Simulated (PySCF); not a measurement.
## Electronic structure of C$_{4}$H$_{5}$ClF$_{4}$Si (SMILES FC(F)=C(F)C[SiH2][C@H](F)Cl) in real space

The calculation's input:

```
{"job": {"kind": "nmr", "xc": "PBE0", "basis": "pcSseg-1"}, "charge": 0, "multiplicity": 1}
F     -2.615009    -1.092555     1.325783
C     -2.766215    -0.456834     0.164469
F     -3.965256    -0.693000    -0.350158
C     -1.813515     0.298146    -0.367601
F     -2.056616     0.890294    -1.554677
C     -0.460124     0.525150     0.187365
Si     0.868567    -0.306474    -0.923643
C      2.565746     0.076887    -0.083082
F      2.773099     1.425359    -0.014940
Cl     3.849103    -0.637088    -1.094946
H     -0.273305     1.600778     0.219438
H     -0.425738     0.144761     1.206653
H      0.715478    -1.759910    -0.922740
H      0.888304     0.301498    -2.249127
H      2.711068    -0.309023     0.929638
```

Run with:

```sh
OMP_NUM_THREADS=1 python probes_run.py task.json out
```

Geometry: GFN2-xTB.

Level of theory: PBE0/pcSseg-1, SCF density, gas phase, non-relativistic (PySCF 2.14.0).

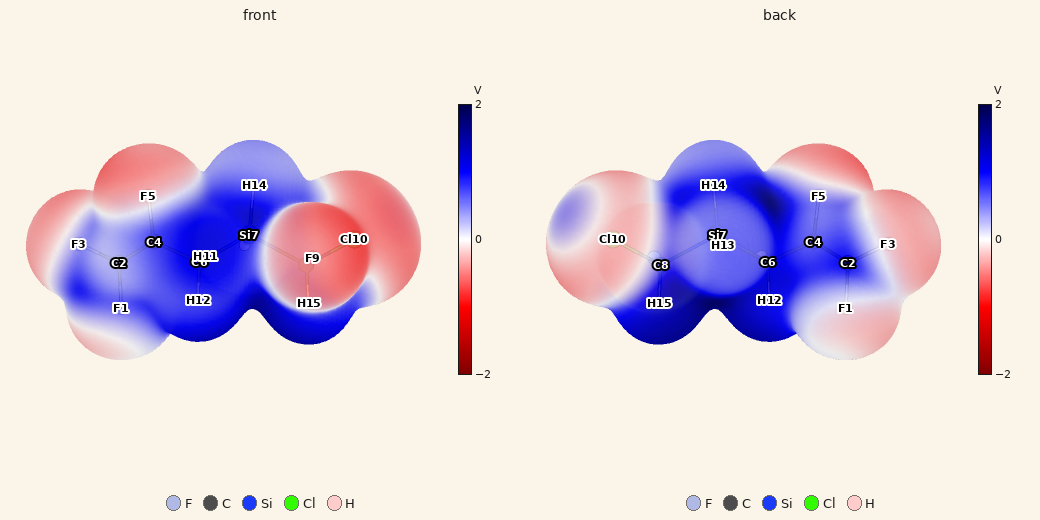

Figure 1. The electrostatic potential painted on the density surface at 0.002 e/bohr³, seen from the front and from behind; red is negative and blue positive.

Question: Describe the electrostatic potential map.

Answer: The most negative region (about −0.7 V, or −16 kcal/mol for a unit charge) lies over F9, the most positive (about +1.8 V, or +42 kcal/mol for a unit charge) over Si7. Cl10 shows a σ-hole: about +0.4 V, or +9 kcal/mol for a unit charge at the tip opposite its bond, against about −0.3 V on its flanks.

Question: How polar is the molecule by this calculation?

Answer: Its dipole moment is 1.55 D.

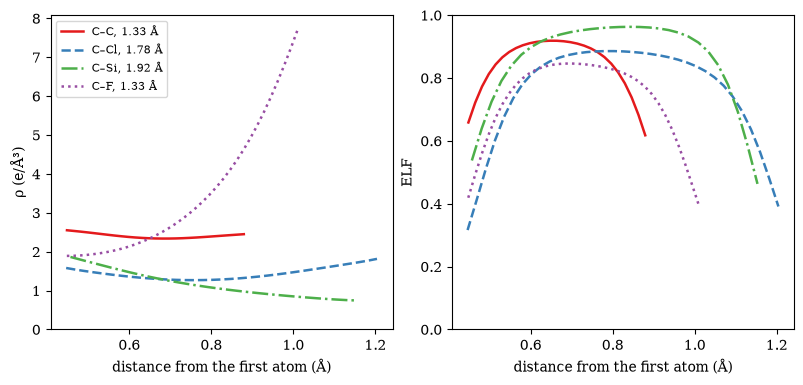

Figure 2. Total electron density and ELF along straight lines between neighbouring atoms. The curves leave out the atomic cores.

Question: What kind of bonding do the profiles show?

Answer: C–C (1.33 Å): the density is about 2.3 e/Å³ at the midpoint; the ELF peaks at about 0.90 between the atoms; a short, multiple covalent bond.
C–Cl (1.78 Å): ρ is about 1.3 e/Å³ halfway; the ELF peaks at about 0.90 between the atoms (a covalent bond).
C–Si (1.92 Å): the density is about 0.89 e/Å³ at the midpoint; the ELF peaks at about 0.95 between the atoms: a covalent bond.
C–F (1.33 Å): ρ is about 2.4 e/Å³ halfway; the ELF peaks at about 0.85 between the atoms: a shared but strongly polarised pair.
